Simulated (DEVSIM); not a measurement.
Structure: Pd/Si3N4/n-GaAs capacitor, at 400 K.

```tsv
layer (left to right)	material	thickness (nm)	Nd (cm⁻³)
1	Si3N4	14.0	-
2	GaAs	2100	1.9e16
```

Metal gate on the left, work function 5.2 eV. Fixed charge at the semiconductor interface -6.5e11 cm⁻² (in units of +e); no interface traps.

The device is made up for the run: typed textbook-type constants, with dimensions and the other settings drawn at random. Values at 300 K; Nc and Nv go as T^1.5, mobilities as T to minus their exponent, the gap by Varshni's rule with the affinity fixed.

```tsv
parameter	Si3N4	GaAs
gap (eV)	5.1	1.424
affinity (eV)	2.1	4.07
permittivity	7.5	12.9
Nc (cm⁻³)	-	4.7e17
Nv (cm⁻³)	-	9e18
Varshni α (eV/K)	-	0.000541
Varshni β (K)	-	204
```

Simulated with DEVSIM: 1D Poisson equation in equilibrium, Boltzmann statistics, complete ionisation; no quantum confinement or tunnelling. Metal contacts follow the ideal Schottky-Mott rule: no Fermi-level pinning, no interface dipoles.

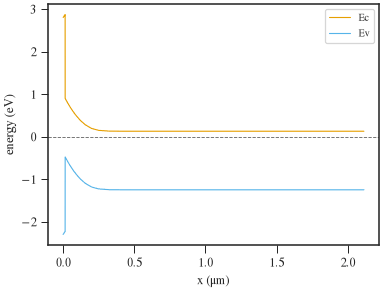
Fig. 1. Band edges at 0.3 V on the gate

Energies count from the Fermi level of the right contact; mesh points crowd at the junctions.

```
x (μm)    Ec (eV)  Ev (eV)  n (cm⁻³)  p (cm⁻³)  field (V/cm)
--------  -------  -------  --------  --------  ------------
0.000       2.800   -2.300     < 1e2     < 1e2         49000
0.001276    2.806   -2.294     < 1e2     < 1e2         49000
0.003716    2.818   -2.282     < 1e2     < 1e2         49000
0.008104    2.840   -2.260     < 1e2     < 1e2         49000
0.01235     2.860   -2.240     < 1e2     < 1e2         49000
0.01381     2.868   -2.232     < 1e2     < 1e2         49000
0.01498     0.892   -0.485   4100000    1.1e13        -62000
0.01894     0.868   -0.510   8400000    5.3e12        -61000
0.02614     0.824   -0.553     3.0e7    1.5e12        -60000
0.04282     0.729   -0.649     4.8e8    9.3e10        -55000
0.07816     0.551   -0.827    8.3e10     5.3e8        -46000
0.1995      0.192   -1.185    2.8e15     16000        -14000
0.4195      0.126   -1.252    1.9e16      2400           -58
0.8989      0.125   -1.252    1.9e16      2300           ≈ 0
1.664       0.125   -1.252    1.9e16      2300           ≈ 0
1.908       0.125   -1.252    1.9e16      2300           ≈ 0
2.020       0.125   -1.252    1.9e16      2300           ≈ 0
2.072       0.125   -1.252    1.9e16      2300           ≈ 0
2.100       0.125   -1.252    1.9e16      2300           ≈ 0
2.108       0.125   -1.252    1.9e16      2300           ≈ 0
2.112       0.125   -1.252    1.9e16      2300           ≈ 0
2.114       0.125   -1.252    1.9e16      2300           ≈ 0
```
